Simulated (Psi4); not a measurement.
**UMP2/6-311++G(2d,2p) (density fitting, density fitting for correlation, sweep point 8) run of C2H3B− (SMILES [BH2-]C#C)**

What is the energy change on altering one bond length of C2H3B− at UMP2/6-311++G(2d,2p) (density fitting, density fitting for correlation, sweep point 8)? 

The results are computed with Psi4 1.11.

### Step 1. The molecule

C2H3B−: 6 atoms, total charge -1, spin state doublet. SMILES: `[BH2-]C#C`. The coordinates come from a GFN2-xTB relaxation.

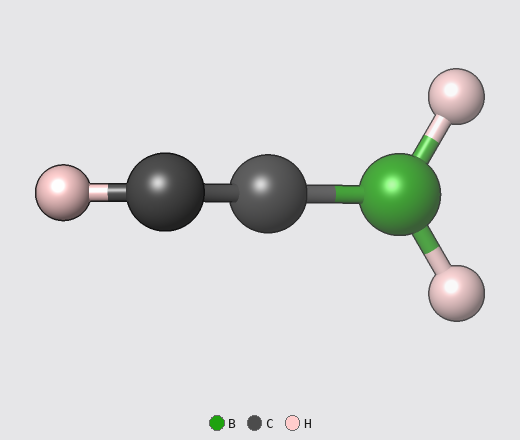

Viewed from a chosen angle; boron green, carbon dark grey, hydrogen pink.

### Step 2. A single-point energy at UMP2/6-311++G(2d,2p) (density fitting, density fitting for correlation, sweep point 8)

input.dat

```
memory 1600 MB

molecule mol {
  -1 2
  B     -1.49654971     0.92759097    -1.06365125
  C      0.52706351    -0.32301089     0.34948595
  C      2.48995983    -1.33397657     1.17525847
  H     -3.07280806    -0.27058988    -2.24178210
  H     -1.75691617     3.21601151    -1.04292095
  H      3.30925059    -2.21604403     2.82362878
  units bohr
  symmetry c1
}

set {
  basis 6-311++G(2d,2p)
  reference uhf
  puream true
  scf_type df
  num_frozen_docc 3
  maxiter 150
}

energy_value, wavefunction = energy("mp2", return_wfn=True)
```

Started as:

```
$ psi4 -n 1 input.dat output.dat
```

output.dat (excerpt; [...] marks lines left out):

```text
[...]
  Running in c1 symmetry.
[...]
  Nuclear repulsion =   46.447729660170218
[...]
  Multiplicity = 2
[...]
  Nalpha       = 11
  Nbeta        = 10
[...]
    Number of basis functions: 111
[...]
   @DF-UHF iter   1:  -101.94053659286993   -1.11801e+00   4.25009e-03 DIIS/ADIIS
[...]
   @DF-UHF iter  20:  -102.10400555005297   -3.21165e-12   4.63222e-09 DIIS
[...]
   @S^2 Observed:                9.314288044E-01
[...]
    Orbital Energies [Eh]
    ---------------------
    Alpha Occupied:
       1A    -11.024571     2A    -11.003043     3A     -7.347967
       4A     -0.811251     5A     -0.573743     6A     -0.468580
       7A     -0.321368     8A     -0.272054     9A     -0.243056
      10A     -0.174164    11A     -0.040886
    Alpha Virtual:
      12A      0.158425    13A      0.181235    14A      0.191076
      15A      0.207846    16A      0.212373    17A      0.235216
      18A      0.239721    19A      0.255548    20A      0.278833
      21A      0.322775    22A      0.340636    23A      0.352380
      24A      0.375989    25A      0.380171    26A      0.398670
[...]
  @DF-UHF Final Energy:  -102.10400555005297
   => Energetics <=
    Nuclear Repulsion Energy =             46.4477296601702179
    One-Electron Energy =                -232.7257882894678573
    Two-Electron Energy =                  84.1740530792446719
    Total Energy =                       -102.1040055500529746
  UHF NO Occupations:
  HONO-2 :    9  A 1.9690539
  HONO-1 :   10  A 1.9433300
[...]
 Multipole Moments:
 ------------------------------------------------------------------------------------
     Multipole            Electronic (a.u.)      Nuclear  (a.u.)        Total (a.u.)
 ------------------------------------------------------------------------------------
 L = 1.  Multiply by 2.5417464519 to convert [e a0] to [Debye]
 Dipole X            :          1.2382873           -0.4696363            0.7686510
 Dipole Y            :         -0.6570461            0.1248444           -0.5322017
 Dipole Z            :          0.5543181            0.1497082            0.7040264
 Magnitude           :                                                    1.1703487
[...]
```

Wall time 2.6 s (1 thread of Intel Xeon 6975P-C (Granite Rapids), shared host); peak memory 0.24 GiB.

### Step 3. The distorted shape at the same level

input.inp

```
memory 1600 mb

molecule {
  -1 2
  B     -1.36635892    -0.21668923    -1.07401639
  C      0.65725431    -1.46729108     0.33912080
  C      2.62015063    -2.47825676     1.16489332
  H     -2.94261727    -1.41487007    -2.25214725
  H     -1.75691617     3.21601151    -1.04292095
  H      3.43944139    -3.36032422     2.81326363
  units au
  symmetry c1
}

set {
  basis           6-311++G(2d,2p)
  reference       uhf
  puream          true
  scf_type        df
  num_frozen_docc 3
  maxiter         150
}

e_tot, wfn = energy('mp2', return_wfn=True)
```

Started as:

```
$ psi4 -i input.inp -o input.out -n 1
```

input.out (excerpt; [...] marks lines left out):

```text
[...]
  Running in c1 symmetry.
[...]
  Nuclear repulsion =   45.299876142528987
[...]
  Multiplicity = 2
[...]
  Nalpha       = 11
  Nbeta        = 10
[...]
    Number of basis functions: 111
[...]
   @DF-UHF iter   1:  -101.85555198368863   -1.17123e+00   4.42827e-03 DIIS/ADIIS
[...]
   @DF-UHF iter  23:  -102.04485704825461   -8.15703e-12   4.53072e-09 DIIS
[...]
   @S^2 Observed:                1.039894596E+00
[...]
    Orbital Energies [Eh]
    ---------------------
    Alpha Occupied:
       1A    -11.044726     2A    -11.017720     3A     -7.412357
       4A     -0.829486     5A     -0.587595     6A     -0.479617
       7A     -0.329691     8A     -0.262544     9A     -0.229458
      10A     -0.157447    11A     -0.068535
    Alpha Virtual:
      12A      0.153432    13A      0.180714    14A      0.202583
      15A      0.207765    16A      0.212856    17A      0.226391
      18A      0.235474    19A      0.249348    20A      0.274687
      21A      0.316614    22A      0.333335    23A      0.344754
      24A      0.349409    25A      0.374254    26A      0.388841
[...]
  @DF-UHF Final Energy:  -102.04485704825461
   => Energetics <=
    Nuclear Repulsion Energy =             45.2998761425289871
    One-Electron Energy =                -230.0603608482021514
    Two-Electron Energy =                  82.7156276574185370
    Total Energy =                       -102.0448570482546131
  UHF NO Occupations:
  HONO-2 :    9  A 1.9412619
  HONO-1 :   10  A 1.9359480
[...]
 Multipole Moments:
 ------------------------------------------------------------------------------------
     Multipole            Electronic (a.u.)      Nuclear  (a.u.)        Total (a.u.)
 ------------------------------------------------------------------------------------
 L = 1.  Multiply by 2.5417464519 to convert [e a0] to [Debye]
 Dipole X            :          1.5357754           -0.5308289            1.0049465
 Dipole Y            :         -2.0876726            0.6626824           -1.4249902
 Dipole Z            :          0.6557592            0.1545801            0.8103393
 Magnitude           :                                                    1.9228012
[...]
```

Wall time 2.1 s (1 thread of Intel Xeon 6975P-C (Granite Rapids), shared host); peak memory 0.24 GiB.

### Step 4. Outcome

Level: UMP2/6-311++G(2d,2p) (density fitting, density fitting for correlation, sweep point 8), 3 core orbitals frozen.

```
                                                                   quantity          value
                                                  first shape: total energy  -102.48142 Eh
    first shape: HOMO energy (Hartree–Fock orbitals) (highest over α and β)       -1.11 eV
     first shape: LUMO energy (Hartree–Fock orbitals) (lowest over α and β)        4.31 eV
                   first shape: correlation energy (3 core orbitals frozen)     -377.4 mEh
                             first shape: ⟨S²⟩ of the reference determinant          0.931
                                              distorted shape: total energy  -102.41600 Eh
distorted shape: HOMO energy (Hartree–Fock orbitals) (highest over α and β)       -1.86 eV
 distorted shape: LUMO energy (Hartree–Fock orbitals) (lowest over α and β)        4.18 eV
               distorted shape: correlation energy (3 core orbitals frozen)     -371.1 mEh
                         distorted shape: ⟨S²⟩ of the reference determinant          1.040
          energy change with the B1–H5 bond stretched from 1.219 to 1.828 Å       1.780 eV
```

What this shows: With the B1–H5 bond stretched from 1.219 to 1.828 Å the energy rises by 1.78 eV (41 kcal/mol). The first shape isn't relaxed at this level, so the change isn't measured from a minimum. ⟨S²⟩ (first shape) is 0.93 where a pure doublet has 0.75: the reference is spin-contaminated. ⟨S²⟩ (distorted shape) is 1.04 where a pure doublet has 0.75: the reference is spin-contaminated.
